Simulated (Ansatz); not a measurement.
# AlRh (Pm-3m): Grüneisen parameters

Does AlRh (Pm-3m) expand much on heating, by its phonons?

Method: DFT PBEsol, scalar-relativistic, plane waves, PAW, in Ansatz 0.2.0.

**1. The structure**

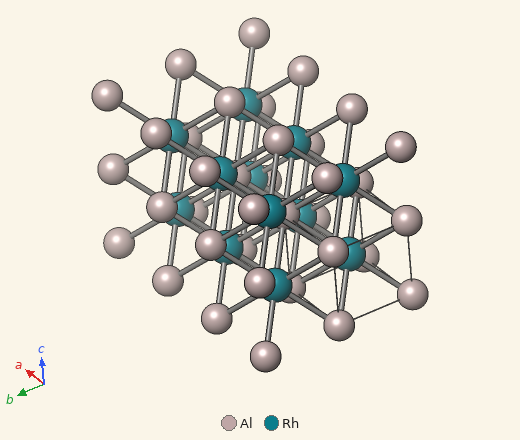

The starting structure, seen from a free direction (aluminium light grey, rhodium blue). 3×2×2 cells are drawn. Some periodic images of atoms are drawn too.

Structure file:

```cif
data_structure
_symmetry_space_group_name_H-M 'Pm-3m'
_symmetry_Int_Tables_number 221
_cell_length_a 2.9719
_cell_length_b 2.9719
_cell_length_c 2.9719
_cell_angle_alpha 90.000
_cell_angle_beta 90.000
_cell_angle_gamma 90.000
_cell_volume 26.25
loop_
_atom_site_label
_atom_site_type_symbol
_atom_site_symmetry_multiplicity
_atom_site_Wyckoff_symbol
_atom_site_fract_x
_atom_site_fract_y
_atom_site_fract_z
_atom_site_occupancy
Al1 Al 1 a 0.00000 0.00000 0.00000 1
Rh1 Rh 1 b 0.50000 0.50000 0.50000 1
```

**2. Response at finite wavevector**

The cell comes from relaxations at this level that are not shown. Stability and thermal properties need the whole zone. Linear response on a 4×4×4 q mesh gives force constants as far as a supercell of that size would.

File input.yaml:

```yaml
crystal:
  lattice:
    - [2.9719338076, 0.0, 0.0]
    - [0.0, 2.9719338076, 0.0]
    - [0.0, 0.0, 2.9719338076]
  atoms:
    - { symbol: Al, position: [0.0, 0.0, 0.0] }
    - { symbol: Rh, position: [0.5, 0.5, 0.5] }
kpoints:
  mp_grid: { grid: [12, 12, 12] }
hamiltonian:
  xc: pbesol
scf:
  occupations: { method: methfessel_paxton, width: 0.15 }
output:
  eigenvalues: true
phonons:
  method: dfpt
  qmesh: [4, 4, 4]
  temperatures: { t_max: 1000, t_step: 50 }
  qpath:
    path:
      - [[0.0, 0.0, 0.0], [0.0, 0.5, 0.0], [0.5, 0.5, 0.0], [0.0, 0.0, 0.0], [0.5, 0.5, 0.5], [0.0, 0.5, 0.0]]
      - [[0.5, 0.5, 0.5], [0.5, 0.5, 0.0]]
    npoints: 10
```

The run is started by

```sh
> ansatz run input.yaml --threads 4 --pin off --max-ram 7168MiB --backend cpu --events-out ev --progress --plain --runs-dir out
```

Numbers of over 12 decimals in the logs are rounded to 6 here.

The program printed:

```text
Engine: ansatz 0.2.0, aarch64-unknown-linux-gnu
Pseudopotentials: kind: paw
Pseudopotential: Al, paw, valence charge 3, recommended cutoff 420 eV (normal), Al.paw.azcp
Pseudopotential: Rh, paw, valence charge 17, recommended cutoff 420 eV (normal), Rh.paw.azcp
Functional definition: PBEsol
  exchange = pbesol_x
  correlation = pbesol_c
Crystal: 2 atoms, lattice volume = 26.249 Å³
Basis set: ecut = 420 eV, 485 PW (Γ), exchange–correlation on 40×40×40 points (8 copies of the dense FFT grid, shifted against one another)
Bands: 14, of which v1, the nominal top of the filled ones, is band 10 counted from 1 (9 counted from 0)
Symmetry: 48 space group operations
k-points: 84 of 1728
Non-local potential: Al, projectors of the file, l = 0: 2, l = 1: 2, l = 2: 1
Non-local potential: Rh, projectors of the file, l = 0: 3, l = 1: 2, l = 2: 2, l = 3: 1
PAW form: soft (Blöchl's): semilocal exchange-correlation on the pseudo side does not see the compensation charge
PAW frozen core: Al, regenerated for the run's functional, and the local potential with it (the file was generated under x = pbe(κ = 0.804, μ = 0.219515), c = pbe(β = 0.066725))
PAW frozen core: Rh, regenerated for the run's functional, and the local potential with it (the file was generated under x = pbe(κ = 0.804, μ = 0.219515), c = pbe(β = 0.066725))
PAW one-centre angular grid: Al, 110 points (default); XC on 64 Gauss nodes
PAW one-centre angular grid: Rh, 590 points (default); XC on 64 Gauss nodes
Initial density: superposition of atomic densities (neutral atoms: chi_scale 0, normalization atom), corrected by the library's trained network
Initial wavefunctions: pseudopotential atomic-orbital guess
Functional: x = pbesol(κ = 0.804, μ = 0.123457), c = pbesol(β = 0.046)
SCF iter   1: F=—  HF=-6865.473348 eV  |F-HF|=—  |Δ(HF+E_count)|=         —  Δρ=8.27e-3  dr2=1.86e-2  ethr=1.77e-3  ⟨swp⟩=4.6  Hψ=5664  notcnv=0
preconditioner: auto → none  [metal: Δε(μ)=0.037 eV  Ē_g=9.357 eV  σ=0.150 eV  W_gap=0.21  n_scr=6 (ndim 8)  ℏωp=25.1 eV  f_vac=0.000  D(μ)=0.54/eV (n_scr^D=0)  sad-step TF]
SCF iter   2: F=—  HF=-6865.471011 eV  |F-HF|=—  |Δ(HF+E_count)|=   2.34e-3  S|Δr|=    0.00e0  Δρ=4.33e-3  dr2=5.54e-3  ethr=9.28e-5  ⟨swp⟩=1.0  Hψ=1848  notcnv=0
SCF iter   3: F=—  HF=-6865.469894 eV  |F-HF|=—  |Δ(HF+E_count)|=   1.12e-3  S|Δr|=    0.00e0  Δρ=3.05e-4  dr2=1.57e-5  ethr=2.77e-5  ⟨swp⟩=2.2  Hψ=1507  notcnv=0
SCF iter   4: F=—  HF=-6865.469896 eV  |F-HF|=—  |Δ(HF+E_count)|=   1.91e-6  S|Δr|=    0.00e0  Δρ=4.71e-5  dr2=2.97e-7  ethr=7.83e-8  ⟨swp⟩=2.5  Hψ=1897  notcnv=0
SCF iter   5: F=—  HF=-6865.469896 eV  |F-HF|=—  |Δ(HF+E_count)|=   5.27e-7  S|Δr|=    0.00e0  Δρ=4.33e-6  dr2=1.01e-9  ethr=1.49e-9  ⟨swp⟩=2.7  Hψ=2020  notcnv=0
SCF iter   6: F=-6865.469896 eV  HF=-6865.469896 eV  |F-HF|=9.09e-13  |Δ(HF+E_count)|=  2.38e-10  S|Δr|=    0.00e0  Δρ=2.45e-7  dr2=6.07e-12  ethr=1.00e-12  ⟨swp⟩=4.3  Hψ=5838  notcnv=0
SCF 1 converged in 6 iterations: F = -6865.469896 eV  dr2 = 6.07e-12
  greatest PAW one-centre occupation: 1.000 electrons in one spin orbital (limit 2), on the Rh atom at site 1 (counted from 0), in its partial waves of l = 0
Initial density: read from a saved state, or passed on in memory by an earlier SCF of this step, an earlier step, the calling program or the single point that the run made first
iter 1 solved again at ethr=1.24e-8 eV; its pass at ethr=3.10e-3 eV (dr2=2.48e-6 eV) is discarded
SCF iter   1: F=—  HF=-6865.469896 eV  |F-HF|=—  |Δ(HF+E_count)|=         —  Δρ=4.42e-7  dr2=1.47e-11  ethr=1.24e-8  ⟨swp⟩=3.0  Hψ=9121  notcnv=0
eigensolver tolerance schedule: the retry pair's looser diagonalisation over-reported the residual by 168660.51 of it (diagonalisation noise at 2.07 of the residual, at the tolerance the schedule requests for it); recorded, not acted on — ethr = c·dr2/N_el stays at c = 1.0e-1
preconditioner: auto → none  [metal: Δε(μ)=0.038 eV  Ē_g=9.379 eV  σ=0.150 eV  W_gap=0.21  n_scr=6 (ndim 8)  ℏωp=25.1 eV  f_vac=0.000  D(μ)=0.57/eV (n_scr^D=0)]
SCF iter   2: F=-6865.469896 eV  HF=-6865.469896 eV  |F-HF|=1.82e-12  |Δ(HF+E_count)|=   4.56e-9  S|Δr|=    0.00e0  Δρ=1.25e-7  dr2=1.99e-12  ethr=1.00e-12  ⟨swp⟩=2.8  Hψ=5561  notcnv=0
SCF 2 converged in 2 iterations: F = -6865.469896 eV  dr2 = 1.99e-12
phonons: the bands overlap, so this run is a metal and interpolates without the dipole-dipole term. If the crystal is really an insulator or semiconductor, its LO-TO splitting is missing
NSCF: frozen V_eff on 84 k-points
NSCF: frozen V_eff on 196 k-points
DFPT response loops at q = (0, 0, 0) (fractional): preconditioner auto → Kerker (q_TF=auto, 2.607 Å⁻¹) (partly filled bands, converged f_vac=0.000); β = 1.00, the filter's whole step (`scf.mixing.beta` (0.50) is not read by the response loops under this deck's `scf.mixing.preconditioner`; to damp them name `kerker` or `kerker_dos`, under which they read `scf.mixing.beta`, and type it under 1.00, their step now; both keys bind the ground state too); Broyden in place of MSR1
NSCF: frozen V_eff on 1176 k-points
DFPT response loops at q = (0, 0, 0.25) (fractional): mixed as the last ones told, above
NSCF: frozen V_eff on 686 k-points
DFPT response loops at q = (0, 0, -0.5) (fractional): mixed as the last ones told, above
NSCF: frozen V_eff on 2016 k-points
DFPT response loops at q = (0, 0.25, 0.25) (fractional): mixed as the last ones told, above
NSCF: frozen V_eff on 1176 k-points
DFPT response loops at q = (0, 0.25, -0.5) (fractional): mixed as the last ones told, above
NSCF: frozen V_eff on 686 k-points
DFPT response loops at q = (0, -0.5, -0.5) (fractional): mixed as the last ones told, above
NSCF: frozen V_eff on 1872 k-points
DFPT response loops at q = (0.25, 0.25, 0.25) (fractional): mixed as the last ones told, above
NSCF: frozen V_eff on 2016 k-points
DFPT response loops at q = (0.25, 0.25, -0.5) (fractional): mixed as the last ones told, above
NSCF: frozen V_eff on 1176 k-points
DFPT response loops at q = (0.25, -0.5, -0.5) (fractional): mixed as the last ones told, above
NSCF: frozen V_eff on 392 k-points
DFPT response loops at q = (-0.5, -0.5, -0.5) (fractional): mixed as the last ones told, above
SCF converged after 6 iterations
Stability not checked: this state was not tested for a lower state beside it, because cold or Methfessel-Paxton smearing, or corrected tetrahedra, fill the levels in a way that the test cannot read (fill_not_monotonic; see scf.lower_state_search)
Free energy (F): -6865.469896 eV
Harris-Foulkes:  -6865.469896 eV  (|F-HF|=9.09e-13)
Internal energy: -6865.469913 eV  (E = F + TS)
E sigma→0 (E₀):  -6865.469900 eV
Entropy (-TS):   0.000017 eV (0.009 meV/atom)
Fermi energy:    17.139638 eV
Step filling:    the computed levels leave a gap of 0.0378 eV = 0.3 smearing widths at the electron count; against every level under it full and every level over it empty, smearing changes F+E_penalty+E_count by -0.428 meV and its σ→0 estimate by -0.432 meV
--- Per-component energies (eV) ---
  E_band       = -145.048823
  E_kinetic    = 603.265191
  E_local      = -2166.617425  (includes V_loc(G=0)·N_el)
  E_nonlocal   = 366.927799
  E_hartree    = 819.486374
  E_xc         = -262.666189
  E_vxc        = -310.615878  (∫ρ·V_xc dr)
  E_paw        = -3979.650550  (= ΣΔE_a)
  E_vpaw       = -276.982212  (= ΣTr[D̂ρ^β])
  E_aug_tail   = 0.000845  (compensation charges beyond the density's cutoff)
  E_ewald      = -2246.511297
  E_core_change = 0.295339  (= ΣΔE_core)
  E_smearing   = 0.000017  (= −TS)
  E_closure    = -0.000000  (closes the sum)
  Σ components = -6865.469896   (vs F -6865.469896, Δ=0.00e0)
--- Band table (eV; the first three rows and the last of 84) ---
  k-point 0: bands = [... 6 lower, 12.0713, 15.3869, 15.3869, 15.3869, 22.1559, 22.1559, 22.1559, 26.6717]
  k-point 1: bands = [... 6 lower, 12.1175, 15.2537, 15.2537, 15.4008, 21.4269, 22.3959, 22.3959, 26.4408]
  k-point 2: bands = [... 6 lower, 12.2306, 14.9220, 14.9220, 15.4389, 20.0308, 23.0487, 23.0487, 25.8439]
  k-point 83: bands = [... 6 lower, 11.1601, 16.6402, 16.6402, 18.9115, 19.9210, 19.9210, 19.9210, 23.8812]
--- Phonons (Γ-DFPT): 2 representative perturbations + reference (Σ response iterations 6) ---
  ASR residual: 1.680e-4 → 0.000e0 eV/Å²; symmetrization residual: 3.086e-6 eV/Å²
  ASR residual per site (eV/Å²): 1.03e-4 1.68e-4
  Γ frequencies (cm⁻¹): 0.00 0.00 0.00 288.46 288.46 288.46
--- Phonons (arbitrary-q DFPT): 10 irreducible q on the 4×4×4 mesh ---
  q = [0.0000, 0.0000, 0.0000] (star 1, of the zone-centre solve; hermiticity 9.44e-7, symmetrization 7.94e-13): -0.00 0.00 0.00 288.46 288.46 288.46
  q = [0.0000, 0.0000, 0.2500] (star 6, 4 solved perturbations in 1848 linear systems a pass and spin channel, the states on 588 of 1728 k-point pairs; hermiticity 3.13e-7, symmetrization 2.61e-13): 97.00 97.00 161.48 284.22 284.22 362.08
  q = [0.0000, 0.0000, -0.5000] (star 3, 4 solved perturbations in 1078 linear systems a pass and spin channel, the states on 343 of 1728 k-point pairs; hermiticity 8.34e-7, symmetrization 4.18e-7): 138.71 138.71 221.83 280.80 280.80 413.45
  q = [0.0000, 0.2500, 0.2500] (star 12, 4 solved perturbations in 3108 linear systems a pass and spin channel, the states on 1008 of 1728 k-point pairs; hermiticity 2.46e-7, symmetrization 7.32e-14): 120.62 125.70 184.29 277.21 315.29 346.29
  q = [0.0000, 0.2500, -0.5000] (star 12, 6 solved perturbations on 588 of 1728 k-point pairs; hermiticity 3.29e-7, symmetrization 1.01e-8): 143.46 160.06 187.89 269.71 316.26 360.60
  q = [0.0000, -0.5000, -0.5000] (star 3, 4 solved perturbations in 1078 linear systems a pass and spin channel, the states on 343 of 1728 k-point pairs; hermiticity 2.11e-7, symmetrization 4.39e-12): 152.34 166.87 166.87 258.99 339.83 339.83
  q = [0.2500, 0.2500, 0.2500] (star 8, 2 solved perturbations on 936 of 1728 k-point pairs; hermiticity 1.58e-7, symmetrization 5.37e-13): 150.82 150.82 188.98 310.32 310.32 325.55
  q = [0.2500, 0.2500, -0.5000] (star 12, 4 solved perturbations in 3108 linear systems a pass and spin channel, the states on 1008 of 1728 k-point pairs; hermiticity 1.96e-7, symmetrization 5.26e-9): 165.54 167.92 182.80 307.19 308.17 344.95
  q = [0.2500, -0.5000, -0.5000] (star 6, 4 solved perturbations in 1848 linear systems a pass and spin channel, the states on 588 of 1728 k-point pairs; hermiticity 1.83e-7, symmetrization 3.52e-9): 166.85 187.05 187.05 299.76 335.82 335.82
  q = [-0.5000, -0.5000, -0.5000] (star 1, 2 solved perturbations on 196 of 1728 k-point pairs; hermiticity 2.05e-10, symmetrization 1.02e-10): 201.04 201.04 201.04 333.93 333.93 333.93
  sum rule: each row above includes the acoustic sum rule's correction from the zone centre's row sums; it moved no ω² by more than (1.02 cm⁻¹)²
  mesh force constants: q→R imaginary residual 2.19e-18; ASR residual 1.680e-4 → 0.000e0 eV/Å²; symmetrization residual 8.882e-15 eV/Å²
  interpolated dispersion: 62 rows × 6 modes
  density of states and harmonic sums: on the 24×24×24 q-mesh, interpolated from the force constants of a 4×4×4 supercell (no non-analytic term)
  largest difference from the sums on the solved wave vectors: F 1.10e-2 eV, S 1.50e-5 and C_V 4.02e-6 eV/K
  zero-point energy: 0.088123 eV/cell   skipped modes (ω ≤ 0): 3   left out of the sums: 3.62e-5 of the cell's modes: C_V's classical limit lies that fraction below 3 k_B per atom; for a crystal, a wire or a layer, F and S can be off by more, and a phonons.interpolated_qmesh denser along its periods is the remedy for the sampling
```

Wall time 1.8 min (4 threads of Arm Neoverse V2, shared host); peak memory 1.2 GiB; 6.9 min of CPU time.

Reading the cycles: dr2 is the Hartree energy of the density residual (eV), the measure of convergence; HF is the Harris–Foulkes estimate of the energy, which meets the free energy F at convergence.

This step gave:

| Property | Result |
| --- | --- |
| volume per atom | 13.12 Å³ |
| gap on the k-mesh | 0 eV |
| sum-rule residual before enforcement | 1.68e-4 eV/Å² |
| lowest frequency on the path | 0 cm⁻¹ |
| point group | m-3m |
| highest frequency on the path or at a solved wavevector | 413.4 cm⁻¹ |
| mean frequency | 236.9 cm⁻¹ |
| Debye temperature (second moment) | 468 K |
| logarithmic mean frequency | 220.1 cm⁻¹ |
| highest optical mode at the zone centre (no LO-TO term) | 288.5 cm⁻¹ |
| lowest optical zone-centre mode | 288.5 cm⁻¹ |
| lowest mode on the q mesh (acoustic modes at Γ apart) | 97 cm⁻¹ |
| zero-point energy per atom | 44.06 meV |
| heat capacity at 300 K | 22.20 J/(mol atoms K) |
| vibrational entropy at 300 K | 25.04 J/(mol atoms K) |
| edges of the widest gap between branches, on path and mesh | 221.8, 259 cm⁻¹ |

Frequencies (cm⁻¹) solved at each irreducible wavevector; negative means imaginary. Frequencies by wavevector, by row:

| q in reciprocal lattice units | star | mode 1 | mode 2 | mode 3 | mode 4 | mode 5 | mode 6 |
| --- | --- | --- | --- | --- | --- | --- | --- |
| 0 0 0 | 1 | 0 | 0 | 0 | 288.5 | 288.5 | 288.5 |
| 0 0 0.25 | 6 | 97 | 97 | 161.5 | 284.2 | 284.2 | 362.1 |
| 0 0 -0.5 | 3 | 138.7 | 138.7 | 221.8 | 280.8 | 280.8 | 413.4 |
| 0 0.25 0.25 | 12 | 120.6 | 125.7 | 184.3 | 277.2 | 315.3 | 346.3 |
| 0 0.25 -0.5 | 12 | 143.5 | 160.1 | 187.9 | 269.7 | 316.3 | 360.6 |
| 0 -0.5 -0.5 | 3 | 152.3 | 166.9 | 166.9 | 259 | 339.8 | 339.8 |
| 0.25 0.25 0.25 | 8 | 150.8 | 150.8 | 189 | 310.3 | 310.3 | 325.6 |
| 0.25 0.25 -0.5 | 12 | 165.5 | 167.9 | 182.8 | 307.2 | 308.2 | 344.9 |
| 0.25 -0.5 -0.5 | 6 | 166.8 | 187.1 | 187.1 | 299.8 | 335.8 | 335.8 |
| -0.5 -0.5 -0.5 | 1 | 201 | 201 | 201 | 333.9 | 333.9 | 333.9 |

Symmetry leaves 10 wavevectors to solve. The lowest mode among them, the acoustic zeros apart, lies at q = (0, 0, 0.25) and is real, 97.0 cm⁻¹.

**3. Relaxing at another volume, volume ratio 0.97**

The volume is scaled by 0.97 and held; symmetry leaves nothing to relax, so this is a single point. The modes can then be followed against volume.

input.yaml, the sections that differ from step 2:

```yaml
crystal:
  lattice:
    - [2.9419122216, 0.0, 0.0]
    - [0.0, 2.9419122216, 0.0]
    - [0.0, 0.0, 2.9419122216]
  atoms:
    - { symbol: Al, position: [0.0, 0.0, 0.0] }
    - { symbol: Rh, position: [0.5, 0.5, 0.5] }
output:
  forces: true
  stress: true
  eigenvalues: true
# kpoints, hamiltonian, scf: as in step 2
# phonons: removed
```

The program printed:

```text
[...]
Crystal: 2 atoms, lattice volume = 25.462 Å³
Basis set: ecut = 420 eV, 485 PW (Γ), exchange–correlation on 40×40×40 points (8 copies of the dense FFT grid, shifted against one another)
Bands: 14, of which v1, the nominal top of the filled ones, is band 10 counted from 1 (9 counted from 0)
Symmetry: 48 space group operations
[...]
k-points: 84 of 1728
[...]
--- Band table (eV; the first three rows and the last of 84) ---
  k-point 0: bands = [... 6 lower, 12.5007, 15.9780, 15.9780, 15.9780, 22.9108, 22.9108, 22.9108, 27.4525]
  k-point 1: bands = [... 6 lower, 12.5509, 15.8387, 15.8387, 15.9926, 22.1763, 23.1578, 23.1578, 27.2031]
  k-point 2: bands = [... 6 lower, 12.6670, 15.4920, 15.4920, 16.0329, 20.7662, 23.8270, 23.8270, 26.5627]
  k-point 83: bands = [... 6 lower, 11.5863, 17.2950, 17.2950, 19.7230, 20.5824, 20.5824, 20.5824, 24.7540]
[key lines of the parts left out:]
SCF converged after 5 iterations
Free energy (F): -6865.453311 eV
Fermi energy:    17.804655 eV
P = ⅓ Tr σ = 6.9357 GPa (69.357 kbar)
```

Elapsed: 0.5 s, on 4 threads; peak memory 0.29 GiB.

Numbers from this step:

```
pressure        : 6.936 GPa
volume per atom : 12.73 Å³
```

The run ends at a pressure of 6.94 GPa.

**4. Phonons at the other volume, volume ratio 0.97**

The phonons are repeated at this volume on the same k and q meshes.

input.yaml, the sections that differ from step 3:

```yaml
output:
  eigenvalues: true
phonons:
  method: dfpt
  qmesh: [4, 4, 4]
  temperatures: { t_max: 1000, t_step: 50 }
  qpath:
    path:
      - [[0.0, 0.0, 0.0], [0.0, 0.5, 0.0], [0.5, 0.5, 0.0], [0.0, 0.0, 0.0], [0.5, 0.5, 0.5], [0.0, 0.5, 0.0]]
      - [[0.5, 0.5, 0.5], [0.5, 0.5, 0.0]]
    npoints: 10
# crystal, kpoints, hamiltonian, scf: as in step 3
```

The program printed:

```text
[...]
Crystal: 2 atoms, lattice volume = 25.462 Å³
Basis set: ecut = 420 eV, 485 PW (Γ), exchange–correlation on 40×40×40 points (8 copies of the dense FFT grid, shifted against one another)
Bands: 14, of which v1, the nominal top of the filled ones, is band 10 counted from 1 (9 counted from 0)
Symmetry: 48 space group operations
k-points: 84 of 1728
[...]
SCF iter   1: F=—  HF=-6865.456869 eV  |F-HF|=—  |Δ(HF+E_count)|=         —  Δρ=8.42e-3  dr2=1.85e-2  ethr=1.77e-3  ⟨swp⟩=4.5  Hψ=5655  notcnv=0
[...]
SCF iter   6: F=-6865.453311 eV  HF=-6865.453311 eV  |F-HF|=3.64e-12  |Δ(HF+E_count)|=  2.88e-10  S|Δr|=    0.00e0  Δρ=2.22e-7  dr2=4.47e-12  ethr=1.00e-12  ⟨swp⟩=4.5  Hψ=5840  notcnv=0
SCF 1 converged in 6 iterations: F = -6865.453311 eV  dr2 = 4.47e-12
[...]
SCF iter   2: F=-6865.453311 eV  HF=-6865.453311 eV  |F-HF|=1.82e-12  |Δ(HF+E_count)|=   4.21e-9  S|Δr|=    0.00e0  Δρ=1.23e-7  dr2=2.73e-12  ethr=1.00e-12  ⟨swp⟩=2.7  Hψ=5528  notcnv=0
SCF 2 converged in 2 iterations: F = -6865.453311 eV  dr2 = 2.73e-12
[...]
NSCF: frozen V_eff on 84 k-points
[...]
SCF converged after 6 iterations
[...]
Free energy (F): -6865.453311 eV
[...]
Internal energy: -6865.453232 eV  (E = F + TS)
E sigma→0 (E₀):  -6865.453291 eV
Entropy (-TS):   -0.000079 eV (-0.039 meV/atom)
Fermi energy:    17.804655 eV
[...]
--- Band table (eV; the first three rows and the last of 84) ---
  k-point 0: bands = [... 6 lower, 12.5007, 15.9780, 15.9780, 15.9780, 22.9108, 22.9108, 22.9108, 27.4525]
  k-point 1: bands = [... 6 lower, 12.5509, 15.8387, 15.8387, 15.9926, 22.1763, 23.1578, 23.1578, 27.2031]
  k-point 2: bands = [... 6 lower, 12.6670, 15.4920, 15.4920, 16.0329, 20.7662, 23.8270, 23.8270, 26.5627]
  k-point 83: bands = [... 6 lower, 11.5863, 17.2950, 17.2950, 19.7230, 20.5824, 20.5824, 20.5824, 24.7540]
[...]
ASR residual: 1.389e-4 → 0.000e0 eV/Å²; symmetrization residual: 2.852e-6 eV/Å²
  ASR residual per site (eV/Å²): 6.47e-5 1.39e-4
  Γ frequencies (cm⁻¹): 0.00 0.00 0.00 308.12 308.12 308.12
--- Phonons (arbitrary-q DFPT): 10 irreducible q on the 4×4×4 mesh ---
[...]
interpolated dispersion: 62 rows × 6 modes
[...]
```

It took 1.8 min on 4 threads; peak memory 1.2 GiB.

Numbers from this step:

- sum-rule residual before enforcement: 1.39e-4 eV/Å²
- highest frequency on the path or at a solved wavevector: 433.5 cm⁻¹
- mean frequency: 251 cm⁻¹
- Debye temperature (second moment): 496 K
- logarithmic mean frequency: 233 cm⁻¹
- highest optical mode at the zone centre (no LO-TO term): 308.1 cm⁻¹
- lowest optical zone-centre mode: 308.1 cm⁻¹
- lowest mode on the q mesh (acoustic modes at Γ apart): 102.6 cm⁻¹
- zero-point energy per atom: 46.69 meV
- heat capacity at 300 K: 21.89 J/(mol atoms K)
- vibrational entropy at 300 K: 23.78 J/(mol atoms K)
- edges of the widest gap between branches, on path and mesh: 234.8, 275.8 cm⁻¹

Frequencies (cm⁻¹) solved at each irreducible wavevector; negative means imaginary. Frequencies by wavevector, by row:

| q in reciprocal lattice units | star | mode 1 | mode 2 | mode 3 | mode 4 | mode 5 | mode 6 |
| --- | --- | --- | --- | --- | --- | --- | --- |
| 0 0 0 | 1 | 0 | 0 | 0 | 308.1 | 308.1 | 308.1 |
| 0 0 0.25 | 6 | 102.6 | 102.6 | 170.7 | 302.5 | 302.5 | 382.1 |
| 0 0 -0.5 | 3 | 148.1 | 148.1 | 234.8 | 297 | 297 | 433.5 |
| 0 0.25 0.25 | 12 | 127.9 | 130.7 | 196 | 294.7 | 336.5 | 364.2 |
| 0 0.25 -0.5 | 12 | 152.6 | 169.2 | 196.9 | 286.2 | 336.6 | 381.4 |
| 0 -0.5 -0.5 | 3 | 161.4 | 173.7 | 173.7 | 275.8 | 362.6 | 362.6 |
| 0.25 0.25 0.25 | 8 | 159.3 | 159.3 | 199.6 | 329.8 | 329.8 | 344.1 |
| 0.25 0.25 -0.5 | 12 | 174.6 | 180.2 | 192 | 324.4 | 328.9 | 365.4 |
| 0.25 -0.5 -0.5 | 6 | 179 | 197.4 | 197.4 | 317.3 | 356.6 | 356.6 |
| -0.5 -0.5 -0.5 | 1 | 215.7 | 215.7 | 215.7 | 352.2 | 352.2 | 352.2 |

The highest optical mode at the zone centre (no LO-TO term) is 308.1 cm⁻¹, +19.7 cm⁻¹ against the base run.

(Part 1 of 2 ends here.)

[Logs are printed without paths, hosts, clocks, repeated set-up lines and the standing remarks that a program may print on its own settings, such as how far it seeks lower states.]

[Hosts, paths, dates, database ids (printed as entryN), source tags and the programs' standing remarks are cut or masked in the printed files.]
